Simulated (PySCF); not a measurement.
C$_{5}$H$_{15}$NSi$_{2}$

The calculation's input:

```
{"job": {"kind": "nmr", "xc": "PBE0", "basis": "pcSseg-1"}, "charge": 0, "multiplicity": 1}
C     -2.062288     0.821554    -1.740838
C     -1.169936     0.030007    -1.158574
N     -0.653769     0.173938     0.111661
Si    -1.232354     1.405570     1.184790
C      0.368530    -0.780188     0.514657
C     -0.210632    -2.193750     0.630166
C      1.597146    -0.743880    -0.398407
Si     2.304616     1.006520    -0.635473
H     -2.473016     1.687234    -1.254021
H     -2.404881     0.615203    -2.738385
H     -0.792059    -0.821195    -1.709491
H     -0.560030     1.164467     2.460387
H     -0.894654     2.738382     0.674341
H     -2.683050     1.277283     1.351915
H      0.695588    -0.476444     1.514111
H     -0.536148    -2.567041    -0.338135
H      0.541005    -2.873616     1.024954
H     -1.066644    -2.187186     1.301998
H      1.351181    -1.175130    -1.370459
H      2.357695    -1.393381     0.039866
H      1.408528     1.828199    -1.446288
H      2.518922     1.625030     0.675219
H      3.591498     0.865408    -1.324796
```

Launched as:

```sh
OMP_NUM_THREADS=1 python probes_run.py task.json out
```

Geometry: GFN2-xTB.

Computed with PBE0/pcSseg-1, SCF density, gas phase, non-relativistic (PySCF).

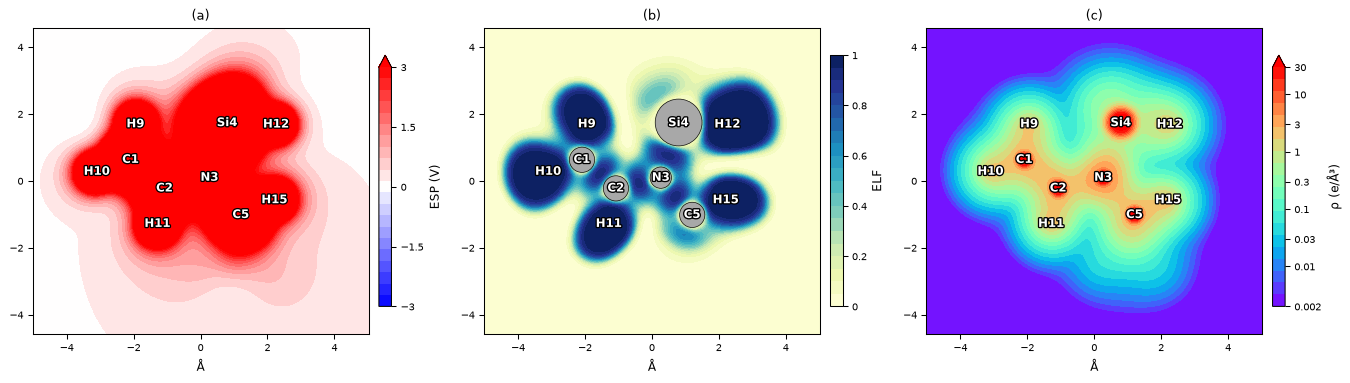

Figure 1. (a) electrostatic potential; (b) ELF; (c) total electron density on the plane of atoms C2, N3 and C5. Grey discs cover the atomic cores in the ELF map.

### Describe what can be read from this map.

- Atoms in the plane: C, N, Si and H.
- C–C (1.33 Å): ρ at the midpoint is about 2.3 e/Å³; the ELF peaks at about 0.90 between the atoms: a multiple bond.
- C–N (1.38 Å): ρ at the midpoint is about 2.2 e/Å³; the ELF peaks at about 0.90 between the atoms: localised, covalent bonding.
- Si–N (1.73 Å): ρ at the midpoint is about 1.1 e/Å³; the ELF peaks at about 0.90 between the atoms (a polar covalent bond).
- C–H (1.07 Å): the density is about 2 e/Å³ at the midpoint; the ELF climbs to about 1 towards the hydrogen, as it does in any bond to H; an ordinary covalent bond to hydrogen.
- C–N (1.46 Å): the density is about 1.9 e/Å³ at the midpoint; the ELF peaks at about 0.90 between the atoms; localised, covalent bonding.
- The potential has no marked negative region in this plane.

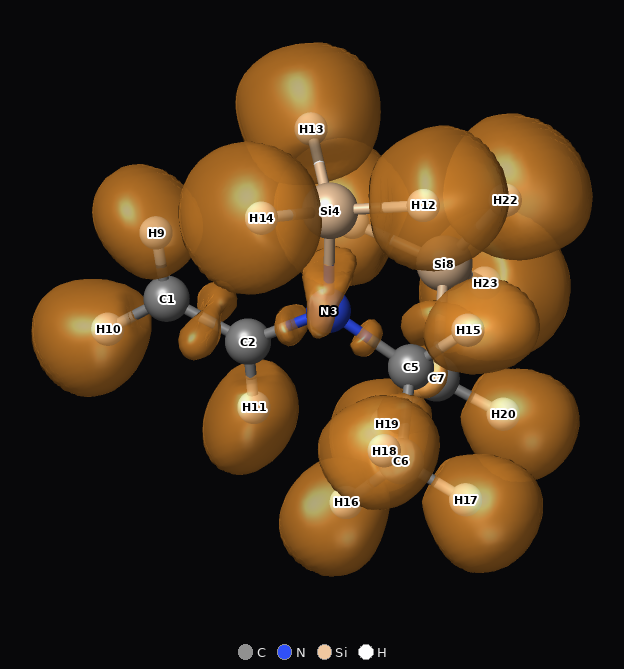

Figure 2. Isosurface of the ELF at 0.85 (orange), seen at an oblique angle. Core shells and regions of very low density are left out.

### Identify the bonds, lone pairs and shells in this picture.

The surface consists of three regions between bonded C–C atoms (shared pairs), two regions between bonded C–N atoms (shared pairs), one region between bonded C–Si atoms (shared pairs), one region between bonded N–Si atoms (shared pairs) and 15 regions around hydrogen nuclei.

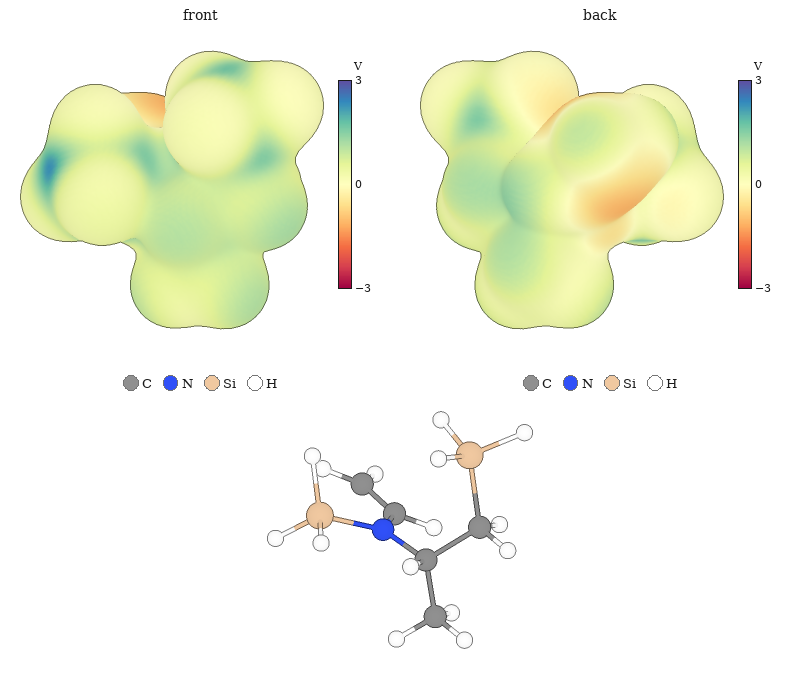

Figure 3. The molecular electrostatic potential painted on the density surface at 0.004 e/bohr³, seen from the front and from behind; the colour scale runs from red (negative) to blue (positive). The bare structure is drawn below in the same view.

### Where is the surface potential most negative and most positive?

The most negative region (about −1.1 V) lies over the π face of C1 and C2, the most positive (about +1.9 V) over Si4.

### How polar is the molecule by this calculation?

Its dipole moment is 1.53 D.
